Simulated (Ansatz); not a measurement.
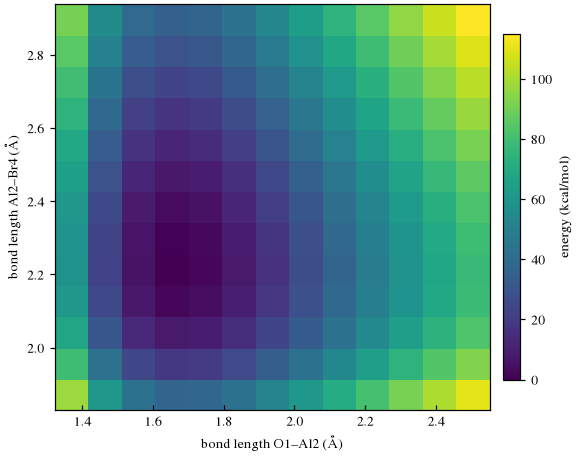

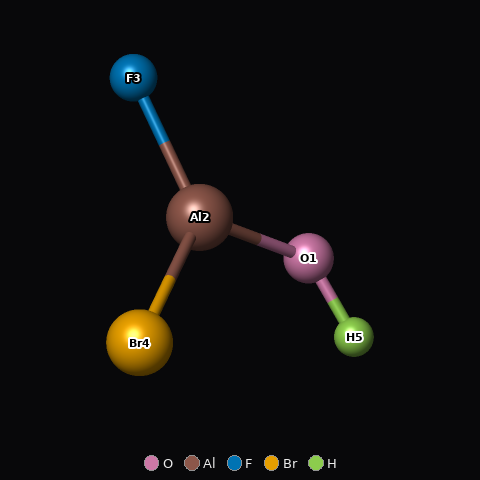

Energy landscape of AlBrFHO, SMILES [OH][Al]([F])[Br]. Coordinates scanned: (1) bond length O1–Al2; (2) bond length Al2–Br4. Nothing is relaxed (all other coordinates rigid). Grid: 13 × 13 points. Points are written as (first, second). Energies are in kcal/mol, from the lowest grid point. The reference is spin-restricted, which grows unreliable where a bond is stretched far. Method: RKS CAM-B3LYP-D4/def2-TZVP (Ansatz 0.2.0).

Drawn: one coloured cell a grid point. The second picture is the structure at the lowest point.

What does the map say about the system?

The lowest grid point is at (1.653 Å, 2.214 Å). It is the only kind of minimum in the scanned range. The highest grid point, (2.505 Å, 2.897 Å), lies 115 kcal/mol above the lowest. Round the minimum the two coordinates are nearly uncoupled.

Each point was launched as `ansatz run input.yaml --threads 1 --pin off --max-ram 2560MiB --backend cpu --events-out ev --progress --plain --runs-dir out`. The whole map (169 points run) took 22 min on 1 thread of Arm Neoverse V2 (shared host).
